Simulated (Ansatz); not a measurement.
Consider BrClFHSn (SMILES [F][SnH]([Cl])[Br]).

The calculation's input:

```
crystal:
  periodic: [false, false, false]
  atoms:
    - {symbol: F, position_ang: [-1.717480, -0.763199, -0.190237]}
    - {symbol: Sn, position_ang: [0.061027, -0.087669, -0.149524]}
    - {symbol: Cl, position_ang: [0.995455, -0.977364, 1.748925]}
    - {symbol: Br, position_ang: [-0.144653, 2.329220, 0.110312]}
    - {symbol: H, position_ang: [0.855551, -0.574586, -1.560876]}
basis:
  gaussian: {orbitals: def2-TZVPP}
hamiltonian: {xc: pbe0, dispersion: d4}
output: {orbitals: {seedname: orbitals}}
```

Run with:

```sh
ansatz run in.yaml --threads 4 --pin off --events-out ev --progress --plain --max-ram 10444MiB
```

Geometry: PBE0-D4/def2-TZVP; core potentials replace the inner electrons of Sn.

Level of theory: Ansatz, RKS PBE0-D4/def2-TZVPP.

Question: What can the converged electron density and electron localisation function tell about the bonding?

Answer: Sn–Cl (2.30 Å): the density is about 0.66 e/Å³ at the midpoint; the ELF peaks at about 0.80 in the valence shell of Cl, 0.8 Å from its nucleus, and drops to about 0.15 between the two atoms.
Sn–Br (2.44 Å): the density is about 0.59 e/Å³ at the midpoint; the ELF peaks at about 0.75 in the valence shell of Br, 1.1 Å from its nucleus, and drops to about 0.20 between the two atoms.

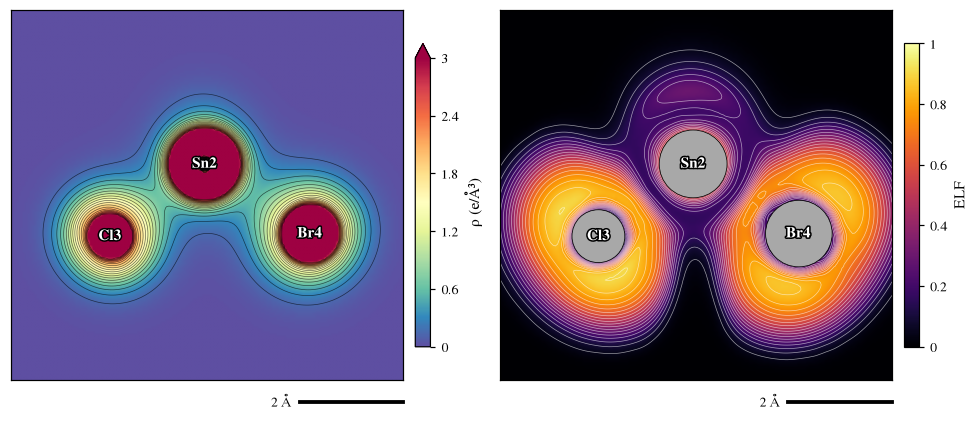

Computed electron density and electron localisation function on the plane of atoms Cl3, Sn2 and Br4, in this order. Grey discs cover the atomic cores in the ELF map. 
